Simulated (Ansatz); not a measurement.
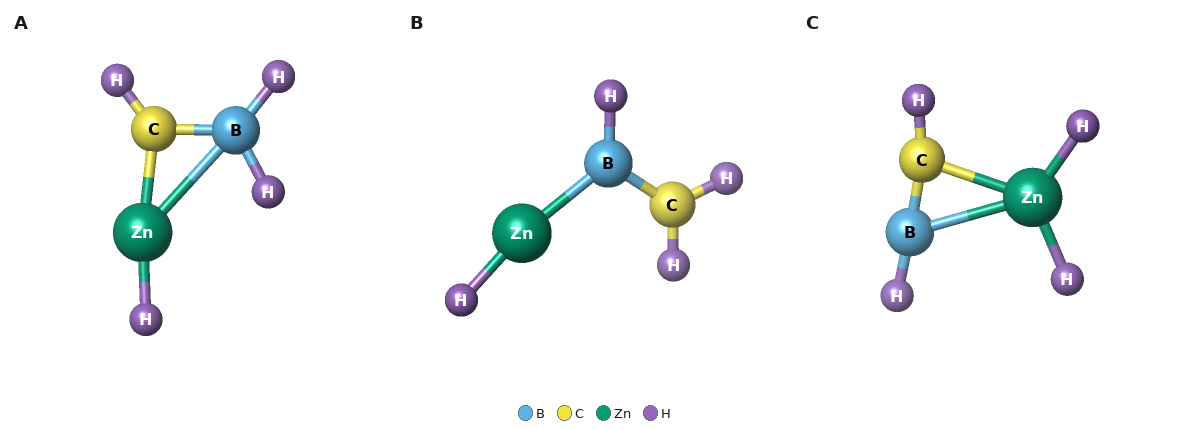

3 stationary structures of one formula. The species has charge −1 and is a spin singlet. Geometries: PBE-D4/def2-SVPD. Electronic energies: PBE-D4/def2-SVPD (Ansatz 0.2.0), without zero-point energy. No frequency run is at hand to confirm each as a minimum. Each is one conformer, not always the lowest.

Question: Rank them by energy, lowest first.

Answer: A is lowest (Cs); B lies 15.3 kJ/mol above it (Cs), C lies 64.2 kJ/mol above it (Cs).
